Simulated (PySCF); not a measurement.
# C₄H₇ClSi: NMR shifts at several levels of theory, part 2 of 2

PySCF 2.14.0. Atoms count from 0.

## 8. Shielding tensors: PBE0/aug-cc-pVDZ

What the job is given:

```
{"job": {"kind": "nmr", "xc": "PBE0", "basis": "aug-cc-pVDZ", "pop": true}, "charge": 0, "multiplicity": 1}
C      1.548720    -1.181623    -1.241384
C      0.549212    -1.767359    -0.884670
C     -0.668196    -2.464221    -0.504211
Si    -2.171030    -1.288062    -0.733088
C     -0.798123    -3.761777    -1.302089
Cl    -2.305409    -4.630866    -0.895968
H      2.436678    -0.660921    -1.548383
H     -0.626697    -2.713597     0.571609
H     -1.767166     0.066419    -0.257454
H     -3.345482    -1.755750     0.055701
H     -2.509567    -1.235939    -2.186340
H      0.038333    -4.442470    -1.092030
H     -0.819576    -3.555926    -2.381144
```

Level: GIAO PBE0/aug-cc-pVDZ NMR shielding, non-relativistic, gas phase.

Log:

```text
coarse grid: 11936 points
cycle   1  E = -905.7542890654  dE =  4.955e-01  |g| = 3.183e-01  |ddm| = 1.435e+01
cycle   2  E = -905.7567291895  dE = -2.440e-03  |g| = 3.092e-01  |ddm| = 2.464e+00
cycle   3  E = -905.7820234957  dE = -2.529e-02  |g| = 8.866e-02  |ddm| = 1.152e+00
cycle   4  E = -905.7836551262  dE = -1.632e-03  |g| = 4.376e-02  |ddm| = 2.557e-01
cycle   5  E = -905.7841157722  dE = -4.606e-04  |g| = 1.199e-02  |ddm| = 1.045e-01
cycle   6  E = -905.7841502554  dE = -3.448e-05  |g| = 2.275e-03  |ddm| = 3.583e-02
cycle   7  E = -905.7841516968  dE = -1.441e-06  |g| = 6.378e-04  |ddm| = 9.881e-03
final grid: 106112 points
cycle   8  E = -905.8046473637  dE = -1.860e-05  |g| = 6.077e-03  |ddm| = 2.292e-01
cycle   9  E = -905.8046404393  dE =  6.924e-06  |g| = 7.937e-03  |ddm| = 4.609e-02
cycle  10  E = -905.8046571173  dE = -1.668e-05  |g| = 1.788e-03  |ddm| = 2.030e-02
cycle  11  E = -905.8046579183  dE = -8.009e-07  |g| = 4.114e-04  |ddm| = 5.224e-03
cycle  12  E = -905.8046579608  dE = -4.255e-08  |g| = 8.990e-05  |ddm| = 1.058e-03
cycle  13  E = -905.8046579628  dE = -1.974e-09  |g| = 2.471e-05  |ddm| = 2.978e-04
cycle  14  E = -905.8046579630  dE = -1.737e-10  |g| = 4.963e-06  |ddm| = 1.045e-04
converged SCF energy = -905.8046579630

GIAO shielding tensors (ppm)
atom      isotropic    diamagn.    paramagn.     s11        s22        s33       span
  0 C      125.536     269.964    -144.427     61.116     69.133    246.360    185.245
  1 C      116.603     252.026    -135.423     22.553     31.027    296.230    273.677
  2 C      174.633     223.723     -49.091    154.700    169.487    199.712     45.012
  3 Si     465.016     895.586    -430.570    432.491    449.709    512.848     80.357
  4 C      145.224     210.912     -65.688    116.056    143.505    176.111     60.054
  5 Cl     871.531    1139.307    -267.776    727.849    819.846   1066.897    339.048
  6 H       29.352      33.433      -4.081     24.348     24.563     39.144     14.796
  7 H       28.859      27.224       1.635     24.755     28.700     33.123      8.368
  8 H       27.262      33.086      -5.824     23.898     25.649     32.240      8.342
  9 H       26.773      25.550       1.223     22.712     26.051     31.557      8.845
 10 H       27.378      27.087       0.290     24.485     25.772     31.875      7.390
 11 H       27.435      28.745      -1.310     21.313     28.168     32.822     11.509
 12 H       27.845      28.776      -0.932     22.909     28.095     32.530      9.621
```

It took 24 s on 1 thread of Arm Neoverse V1, shared host; peak memory 0.94 GiB.

Key values: δ C1 78.5, C0 69.6, C4 49.9, C2 20.5, H8 4.26, H11 3.96 ppm (means over like atoms).

## 9. Nuclear shieldings: PBE0/IGLO-III

Settings changed since step 8:

```diff
@@ -1,2 +1,2 @@
-{"job": {"kind": "nmr", "xc": "PBE0", "basis": "aug-cc-pVDZ", "pop": true}, "charge": 0, "multiplicity": 1}
+{"job": {"kind": "nmr", "xc": "PBE0", "basis": "IGLO-III", "pop": true}, "charge": 0, "multiplicity": 1}
 C      1.548720    -1.181623    -1.241384
```

With the program's defaults for keys left out, this is: GIAO PBE0/IGLO-III NMR shielding, non-relativistic, gas phase.

Log:

```text
coarse grid: 11936 points
cycle   1  E = -905.8170497852  dE =  3.847e-01  |g| = 3.995e-01  |ddm| = 2.872e+00
cycle   2  E = -905.8203643236  dE = -3.315e-03  |g| = 3.404e-01  |ddm| = 8.961e-01
cycle   3  E = -905.8464473567  dE = -2.608e-02  |g| = 1.148e-01  |ddm| = 3.727e-01
cycle   4  E = -905.8485369768  dE = -2.090e-03  |g| = 6.979e-02  |ddm| = 9.875e-02
cycle   5  E = -905.8497082163  dE = -1.171e-03  |g| = 1.327e-02  |ddm| = 3.620e-02
cycle   6  E = -905.8497457285  dE = -3.751e-05  |g| = 3.836e-03  |ddm| = 1.559e-02
cycle   7  E = -905.8497489967  dE = -3.268e-06  |g| = 1.027e-03  |ddm| = 2.919e-03
final grid: 106112 points
cycle   8  E = -905.8623337248  dE = -7.794e-05  |g| = 6.600e-03  |ddm| = 6.837e-02
cycle   9  E = -905.8623283206  dE =  5.404e-06  |g| = 7.739e-03  |ddm| = 1.089e-02
cycle  10  E = -905.8623431235  dE = -1.480e-05  |g| = 1.802e-03  |ddm| = 5.844e-03
cycle  11  E = -905.8623437648  dE = -6.413e-07  |g| = 7.118e-04  |ddm| = 1.598e-03
cycle  12  E = -905.8623438788  dE = -1.140e-07  |g| = 2.242e-04  |ddm| = 5.000e-04
cycle  13  E = -905.8623438901  dE = -1.125e-08  |g| = 3.828e-05  |ddm| = 2.020e-04
cycle  14  E = -905.8623438905  dE = -3.611e-10  |g| = 7.210e-06  |ddm| = 4.606e-05
converged SCF energy = -905.8623438905

GIAO shielding tensors (ppm)
atom      isotropic    diamagn.    paramagn.     s11        s22        s33       span
  0 C      106.414     271.890    -165.477     33.792     41.931    243.518    209.727
  1 C       97.130     258.085    -160.955     -6.935      1.410    296.914    303.849
  2 C      163.045     256.554     -93.509    142.064    157.931    189.142     47.078
  3 Si     401.021     892.622    -491.600    368.880    386.275    447.910     79.030
  4 C      132.542     244.008    -111.466    103.935    131.597    162.093     58.158
  5 Cl     838.611    1139.942    -301.331    676.934    778.857   1060.042    383.108
  6 H       29.372      32.684      -3.312     24.333     24.522     39.260     14.927
  7 H       28.868      32.990      -4.122     24.593     28.832     33.180      8.587
  8 H       27.206      33.236      -6.030     23.991     25.655     31.972      7.981
  9 H       26.739      29.811      -3.072     22.805     26.069     31.343      8.537
 10 H       27.328      30.537      -3.208     24.568     25.806     31.611      7.042
 11 H       27.481      24.959       2.522     21.295     28.235     32.912     11.617
 12 H       27.870      25.992       1.878     22.816     28.197     32.598      9.782
```

It took 37 s on 1 thread of Arm Neoverse V1, shared host; peak memory 1.1 GiB.

In short: δ C1 86.6, C0 77.4, C4 51.2, C2 20.7, H8 4.28, H11 3.89 ppm (means over like atoms).

## 10. Nuclear shieldings: PBE0/pcSseg-0

Settings changed since step 9:

```diff
@@ -1,2 +1,2 @@
-{"job": {"kind": "nmr", "xc": "PBE0", "basis": "IGLO-III", "pop": true}, "charge": 0, "multiplicity": 1}
+{"job": {"kind": "nmr", "xc": "PBE0", "basis": "pcSseg-0", "pop": true}, "charge": 0, "multiplicity": 1}
 C      1.548720    -1.181623    -1.241384
```

Level: GIAO PBE0/pcSseg-0 NMR shielding, non-relativistic, gas phase.

Log:

```text
coarse grid: 11936 points
cycle   1  E = -904.4782724578  dE =  3.802e-01  |g| = 2.769e-01  |ddm| = 3.835e+00
cycle   2  E = -904.4768270262  dE =  1.445e-03  |g| = 3.101e-01  |ddm| = 1.068e+00
cycle   3  E = -904.5000971456  dE = -2.327e-02  |g| = 9.271e-02  |ddm| = 5.022e-01
cycle   4  E = -904.5019552936  dE = -1.858e-03  |g| = 3.984e-02  |ddm| = 1.283e-01
cycle   5  E = -904.5023231283  dE = -3.678e-04  |g| = 9.488e-03  |ddm| = 4.191e-02
cycle   6  E = -904.5023461685  dE = -2.304e-05  |g| = 1.164e-03  |ddm| = 1.173e-02
cycle   7  E = -904.5023465467  dE = -3.782e-07  |g| = 4.742e-04  |ddm| = 3.106e-03
final grid: 106112 points
cycle   8  E = -904.5665746607  dE = -1.338e-05  |g| = 3.572e-03  |ddm| = 2.286e-02
cycle   9  E = -904.5665735284  dE =  1.132e-06  |g| = 4.140e-03  |ddm| = 1.031e-02
cycle  10  E = -904.5665778791  dE = -4.351e-06  |g| = 1.007e-03  |ddm| = 6.747e-03
cycle  11  E = -904.5665781209  dE = -2.418e-07  |g| = 2.567e-04  |ddm| = 1.157e-03
cycle  12  E = -904.5665781373  dE = -1.640e-08  |g| = 4.776e-05  |ddm| = 3.262e-04
cycle  13  E = -904.5665781378  dE = -5.366e-10  |g| = 1.245e-05  |ddm| = 6.473e-05
converged SCF energy = -904.5665781378

GIAO shielding tensors (ppm)
atom      isotropic    diamagn.    paramagn.     s11        s22        s33       span
  0 C      110.089     270.925    -160.836     37.134     46.472    246.660    209.526
  1 C      106.457     280.743    -174.286      4.825     14.475    300.072    295.246
  2 C      178.736     245.235     -66.499    154.770    174.027    207.411     52.641
  3 Si     440.264     879.620    -439.356    391.937    411.020    517.834    125.896
  4 C      141.671     242.311    -100.640    109.753    141.855    173.405     63.652
  5 Cl     882.863    1143.281    -260.418    714.199    856.140   1078.251    364.052
  6 H       30.616      29.648       0.968     25.956     26.118     39.775     13.819
  7 H       30.969      30.200       0.769     26.606     30.086     36.215      9.609
  8 H       28.726      29.463      -0.737     24.742     27.235     34.200      9.458
  9 H       28.335      28.648      -0.313     23.631     27.540     33.834     10.203
 10 H       28.800      29.334      -0.534     25.477     27.165     33.758      8.281
 11 H       29.242      27.181       2.061     22.486     29.885     35.354     12.868
 12 H       29.790      27.120       2.670     24.398     30.198     34.775     10.378
```

Run time: 5.8 s. Hardware: 1 thread of Arm Neoverse V1, shared host; peak memory 0.49 GiB.

This run: δ C1 87.1, C0 83.4, C4 51.8, C2 14.8, H8 4.21, H11 3.59 ppm (means over like atoms).

## 11. Shielding tensors: PBE0/pcSseg-2

Settings changed since step 10:

```diff
@@ -1,2 +1,2 @@
-{"job": {"kind": "nmr", "xc": "PBE0", "basis": "pcSseg-0", "pop": true}, "charge": 0, "multiplicity": 1}
+{"job": {"kind": "nmr", "xc": "PBE0", "basis": "pcSseg-2", "pop": true}, "charge": 0, "multiplicity": 1}
 C      1.548720    -1.181623    -1.241384
```

Method: GIAO PBE0/pcSseg-2 NMR shielding, non-relativistic, gas phase.

Log:

```text
coarse grid: 11936 points
cycle   1  E = -905.8327011252  dE =  4.377e-01  |g| = 3.774e-01  |ddm| = 2.742e+00
cycle   2  E = -905.8356198911  dE = -2.919e-03  |g| = 3.507e-01  |ddm| = 1.007e+00
cycle   3  E = -905.8646019060  dE = -2.898e-02  |g| = 9.824e-02  |ddm| = 6.239e-01
cycle   4  E = -905.8662365546  dE = -1.635e-03  |g| = 5.828e-02  |ddm| = 1.230e-01
cycle   5  E = -905.8670473736  dE = -8.108e-04  |g| = 1.282e-02  |ddm| = 5.499e-02
cycle   6  E = -905.8670834153  dE = -3.604e-05  |g| = 3.414e-03  |ddm| = 1.450e-02
cycle   7  E = -905.8670860682  dE = -2.653e-06  |g| = 9.529e-04  |ddm| = 5.475e-03
final grid: 106112 points
cycle   8  E = -905.8784209441  dE = -7.011e-05  |g| = 6.736e-03  |ddm| = 6.792e-02
cycle   9  E = -905.8784160667  dE =  4.877e-06  |g| = 7.548e-03  |ddm| = 1.748e-02
cycle  10  E = -905.8784301355  dE = -1.407e-05  |g| = 1.984e-03  |ddm| = 9.751e-03
cycle  11  E = -905.8784308956  dE = -7.601e-07  |g| = 8.011e-04  |ddm| = 2.563e-03
cycle  12  E = -905.8784310471  dE = -1.515e-07  |g| = 1.865e-04  |ddm| = 7.920e-04
cycle  13  E = -905.8784310550  dE = -7.874e-09  |g| = 3.679e-05  |ddm| = 2.318e-04
cycle  14  E = -905.8784310553  dE = -3.201e-10  |g| = 8.386e-06  |ddm| = 5.547e-05
converged SCF energy = -905.8784310553

GIAO shielding tensors (ppm)
atom      isotropic    diamagn.    paramagn.     s11        s22        s33       span
  0 C      105.601     267.863    -162.262     32.637     40.832    243.333    210.696
  1 C       96.503     258.851    -162.347     -7.948      0.630    296.828    304.775
  2 C      163.548     251.513     -87.965    142.558    158.297    189.789     47.231
  3 Si     395.545     880.232    -484.688    362.481    380.254    443.899     81.418
  4 C      132.111     237.331    -105.220    103.165    131.150    162.017     58.852
  5 Cl     834.809    1141.296    -306.487    674.345    776.333   1053.750    379.404
  6 H       29.287      33.671      -4.384     24.238     24.425     39.197     14.959
  7 H       28.815      32.775      -3.960     24.607     28.616     33.222      8.615
  8 H       27.221      31.937      -4.716     24.002     25.668     31.992      7.990
  9 H       26.769      29.305      -2.536     22.831     26.071     31.404      8.574
 10 H       27.332      29.476      -2.144     24.556     25.799     31.640      7.084
 11 H       27.371      24.154       3.217     21.133     28.062     32.918     11.785
 12 H       27.762      25.445       2.317     22.719     28.011     32.557      9.838
```

It took 50 s on 1 thread of Arm Neoverse V1, shared host; peak memory 1.3 GiB.

Key values: δ C1 87.6, C0 78.5, C4 52.0, C2 20.6, H8 4.14, H11 3.87 ppm (means over like atoms).

## 12. Side by side: NMR shifts

Shifts (ppm) of some atoms, chosen among heavy atoms and hydrogens apart, with basis size and wall time:

```csv
run,C1,C0,C4,H12,H7,Si3,Cl5,functions,time
PBE0/6-31G*,73.1,68.2,46.0,3.31,2.13,-21.9,61,106,9.6 s
"PBE0/6-311+G(2d,p)",84.7,75.5,50.4,3.49,2.50,-53.2,109,220,24 s
PBE0/def2-SVP,78.0,71.6,47.4,3.11,2.06,-59.6,82,127,10 s
PBE0/def2-TZVP,84.9,75.1,50.8,3.47,2.44,-54.6,105,240,29 s
PBE0/cc-pVDZ,79.1,72.4,50.1,3.31,2.27,-47.2,87,127,12 s
PBE0/cc-pVTZ,83.9,75.3,50.8,3.49,2.47,-48.0,98,286,38 s
PBE0/aug-cc-pVDZ,78.5,69.6,49.9,3.55,2.54,-48.3,96,209,24 s
PBE0/IGLO-III,86.6,77.4,51.2,3.50,2.51,-55.7,106,298,37 s
PBE0/pcSseg-0,87.1,83.4,51.8,3.04,1.86,-91.7,70,76,5.8 s
PBE0/pcSseg-2,87.6,78.5,52.0,3.48,2.43,-54.3,106,328,50 s
```

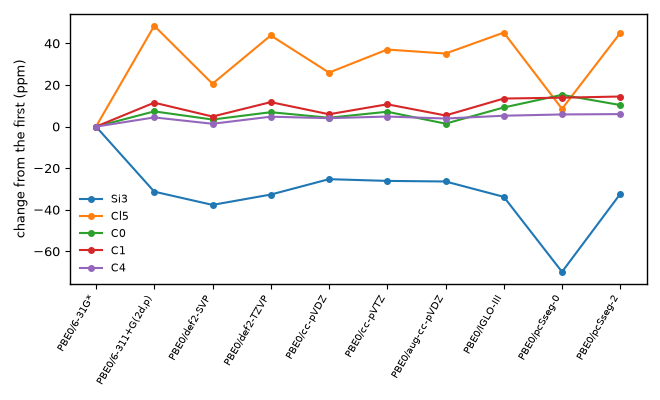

How five of the tabulated atoms move from run to run.

## 13. Results

What follows sums up all 2 parts.

```
                                                            quantity                             value
                                13C shifts against TMS (PBE0/6-31G*)        73.1, 68.2, 46.0, 17.6 ppm
1H shifts against TMS (PBE0/6-31G*, means over atoms taken as alike)  4.31, 3.61, 3.31, 2.13, 1.78 ppm
                               29Si shifts against TMS (PBE0/6-31G*)                         -21.9 ppm
                               35Cl shifts against HCl (PBE0/6-31G*)                            61 ppm
                                           range of the shift of Si3                -91.7 to -21.9 ppm
```

Single values in the summary come from the first sound run of each kind (PBE0/6-31G*), which need not be the best level. At PBE0/6-31G*: The largest span, 348 ppm, is at Cl5, where the paramagnetic term is -273 ppm. Across the 10 runs the shift of Si3 moves most, between -91.7 (PBE0/pcSseg-0) and -21.9 ppm (PBE0/6-31G*). Most of that comes from the computed reference, not from the atom's own shielding.
